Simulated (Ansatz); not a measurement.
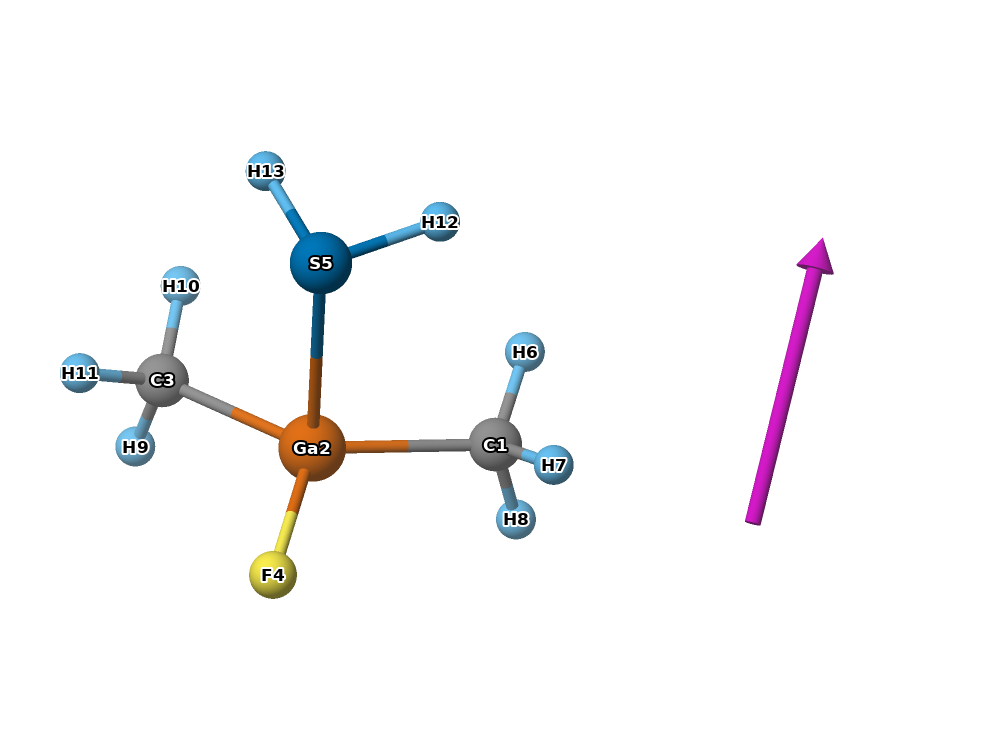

The arrow beside the molecule shows the direction of the dipole moment, from the negative to the positive end (its length means nothing). The geometry was computed by an optimisation with PBE-D4/def2-SVP. No frequency run is at hand to confirm it as a minimum. Level of theory: RKS PBE-D4/def2-SVP (Ansatz 0.2.0).

### Estimate the dipole moment.

4.58 D; it points from the side of F4 to the side of H12, H13 (the outermost atoms at the two ends).
